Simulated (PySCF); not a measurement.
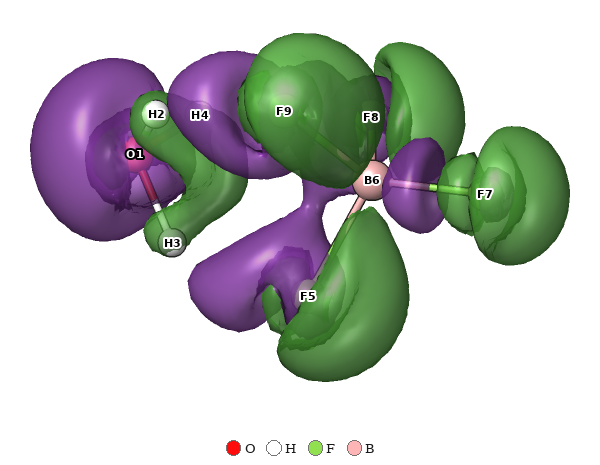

*BF4H3O, SMILES `[OH3+].F[B-](F)(F)F`. Density of the complex less the densities of the two fragments at the same geometry, ±0.015 e/Å³ (purple: gain, green: loss). Fragment A: H3O(+1) (atoms 1–4); fragment B: BF4(−1).*

Computed with PySCF, PBE/6-31G*, geometry: GFN2-xTB. The basis has no diffuse functions, which an anion needs.

Input script:

```python
import numpy as np
from pyscf import gto, scf, dft
from pyscf.scf import atom_ks, atom_hf
from scipy.linalg import block_diag
from pyscf.dispersion import dftd3

def solve(mol, dm0=None, hcore=None):
    mf = (dft.UKS if mol.spin else dft.RKS)(mol, xc='pbe')
    mf.grids.level = 3
    mf = mf.density_fit(auxbasis='def2-universal-jkfit')
    mf.conv_tol, mf.max_cycle = 1e-8, 80
    if hcore is not None:
        mf.get_hcore = lambda *args: hcore
    mf.kernel(dm0)
    if not mf.converged:
        mf = mf.newton().run(mf.mo_coeff, mf.mo_occ, max_cycle=30)
    assert mf.converged, 'SCF not converged'
    return mf

mol = gto.M(atom='''
O      2.10100     0.00281    -0.01524
H      1.59630     0.81985    -0.31428
H      1.59085    -0.71689    -0.52537
H      1.76997    -0.12461     0.91473
F     -0.03381    -1.02011    -0.78181
B     -0.62641    -0.00268     0.00749
F     -1.95105     0.00744    -0.01901
F     -0.05951    -0.17822     1.27979
F     -0.02596     1.19228    -0.47792
''', basis='6-31g*', charge=0, spin=0, verbose=4)
mol_a = gto.M(atom='''
O      2.10100     0.00281    -0.01524
H      1.59630     0.81985    -0.31428
H      1.59085    -0.71689    -0.52537
H      1.76997    -0.12461     0.91473
ghost-F     -0.03381    -1.02011    -0.78181
ghost-B     -0.62641    -0.00268     0.00749
ghost-F     -1.95105     0.00744    -0.01901
ghost-F     -0.05951    -0.17822     1.27979
ghost-F     -0.02596     1.19228    -0.47792
''', basis='6-31g*', charge=1, spin=0, verbose=4)
mol_b = gto.M(atom='''
ghost-O      2.10100     0.00281    -0.01524
ghost-H      1.59630     0.81985    -0.31428
ghost-H      1.59085    -0.71689    -0.52537
ghost-H      1.76997    -0.12461     0.91473
F     -0.03381    -1.02011    -0.78181
B     -0.62641    -0.00268     0.00749
F     -1.95105     0.00744    -0.01901
F     -0.05951    -0.17822     1.27979
F     -0.02596     1.19228    -0.47792
''', basis='6-31g*', charge=-1, spin=0, verbose=4)
ab, a, b = solve(mol), solve(mol_a), solve(mol_b)
e_int = ab.e_tot - a.e_tot - b.e_tot
print('counterpoise-corrected interaction energy / kcal/mol', e_int * 627.5095)
def disp(atoms, charge):
    m = gto.M(atom=atoms, charge=charge, basis='sto-3g', spin=None, unit='Bohr', verbose=0)
    return dftd3.DFTD3Dispersion(m, xc='pbe', version='d3bj').get_dispersion()['energy']
e_disp = disp(mol._atom, mol.charge) - disp(mol._atom[:4], mol_a.charge) - disp(mol._atom[4:], mol_b.charge)
print('D3(BJ) part / kcal/mol', e_disp * 627.5095)
# spherically averaged free atoms, for the promolecule
atm = atom_ks.get_atm_nrks(mol, xc='pbe')
pro = block_diag(*[(atm[a[0]][2] * atm[a[0]][3]) @ atm[a[0]][2].T for a in mol._atom])
np.savez('result.npz', e_int=e_int, e_disp=e_disp, dm_a=a.make_rdm1(), dm_b=b.make_rdm1(), c=ab.mo_coeff, occ=ab.mo_occ, eps=ab.mo_energy, pro=pro, d=[f.dip_moment(verbose=0) for f in (ab, a, b)])
```

Run with:

```sh
OMP_NUM_THREADS=1 python input.py
```

The run took 23 s on 1 thread of Arm Neoverse V2, with other jobs on the host, peak memory 0.39 GiB.

Partitions, critical points and surface values were worked out afterwards from this run's density.

Question: How is the density rearranged on binding?

Answer: Hirshfeld charges show 0.150 e passing from B to A. By Hirshfeld charges, electrons gather most on O1 (−0.100 e) and leave F7 most (+0.053 e); 0.33 e is displaced in all.

Question: What is the interaction energy, and which contacts carry it?

Answer: The counterpoise-corrected interaction energy of the frozen fragments is −151.8 kcal/mol without dispersion correction and −153.2 kcal/mol with D3(BJ). The pair geometry is semi-empirical, not a minimum at this level. Contacts: H2···F9, hydrogen bond, 1.67 Å, ρ = 0.048 a.u.; H3···F5, hydrogen bond, 1.67 Å, ρ = 0.048 a.u.; H4···F8, hydrogen bond, 1.87 Å, ρ = 0.032 a.u. The pose is a local one from a semi-empirical search, not shown to be the most stable.
